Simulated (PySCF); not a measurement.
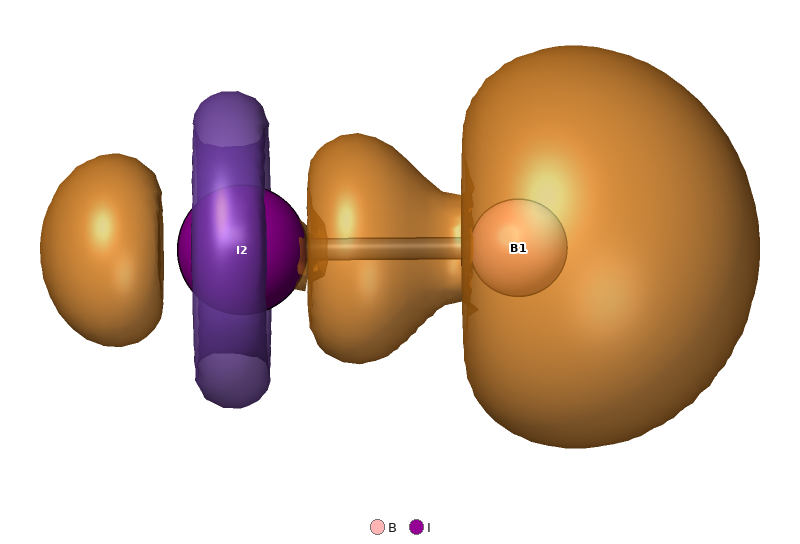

Figure. BI (charge +1, doublet). Isosurfaces of the spin density (α minus β) at +0.015 (orange) and −0.015 e/Å³ (purple), seen from one side.

The calculation used PBE0/x2c-SVPall, spin-free X2C-1e, Gaussian nucleus, at a bond length of 1.962 Å (PySCF 2.14.0).

```yaml
atoms:
  - { symbol: B, position_ang: [0.0000, 0.0000, -1.8054] }
  - { symbol: I, position_ang: [0.0000, 0.0000, 0.1566] }
```

**Where is the unpaired spin?**

The unpaired spin (1 electron) lies mostly on B1 (about 0.9), in electrons by Hirshfeld's partition.
